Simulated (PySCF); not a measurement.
## Electronic structure of SbS (doublet) in real space

```xyz
2

Sb    0.0000    0.0000   -0.4680
S     0.0000    0.0000    1.7700
```

Core potentials replace the inner electrons of Sb.

Level of theory: PySCF 2.14.0, PBE0/def2-SVPD, non-relativistic Hamiltonian with scalar-relativistic core potentials where named, at a bond length of 2.238 Å.

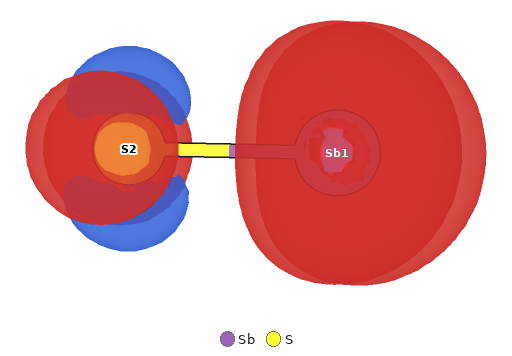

Figure 1. Isosurfaces of the spin density (α minus β) at +0.015 (red) and −0.015 e/Å³ (blue), seen from one side.

Question: Which atoms carry the spin?

Answer: The unpaired spin (1 electron) lies mostly on Sb1 (about 0.8) and S2 (about 0.2), in electrons by Hirshfeld's partition.

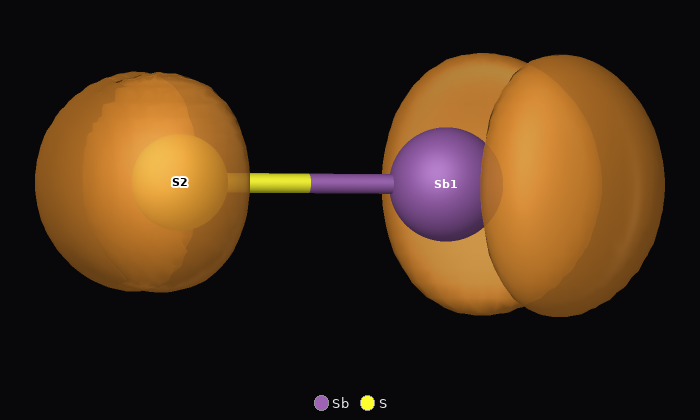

Figure 2. Isosurface of the electron localisation function at 0.85 (orange), seen from one side. Only the valence region is drawn (cores and ρ < 0.01 e/Å³ removed).

Question: Identify the bonds, lone pairs and shells in this picture.

Answer: At this value the surface marks out one ring or bowl of non-bonding electrons around S and two lobes on Sb, pointing away from the bonds (non-bonding electrons). Along the contacts the grid gives the following. Sb–S (2.24 Å): the ELF peaks at about 0.80 in the valence shell of S, 0.9 Å from its nucleus, and drops to about 0.20 between the two atoms.

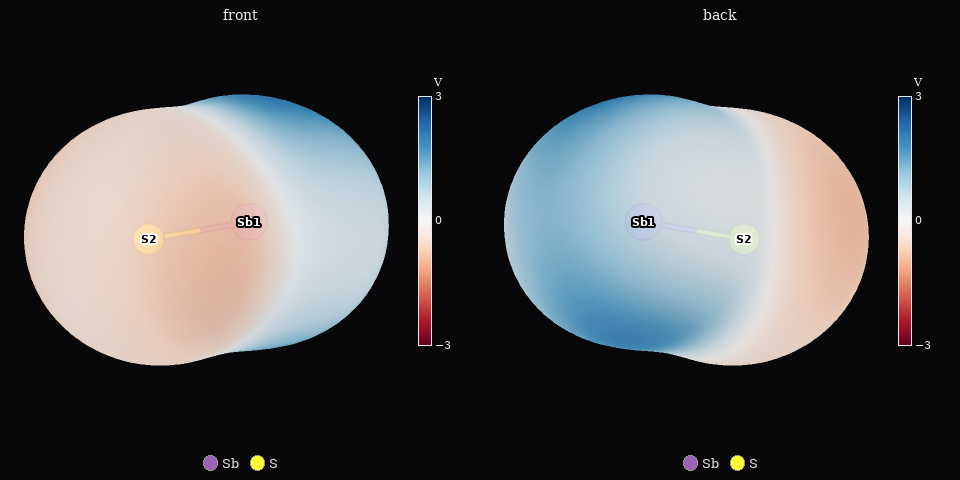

Figure 3. The molecular electrostatic potential painted on the density surface at 0.002 e/bohr³, seen from the front and from behind; red is negative and blue positive.

Question: Which sites attract a positive test charge, and which a negative one?

Answer: A positive charge is drawn to the negative regions and a negative charge to the positive ones. The most negative region (about −0.9 V) lies over S2, the most positive (about +2.0 V) over Sb1.
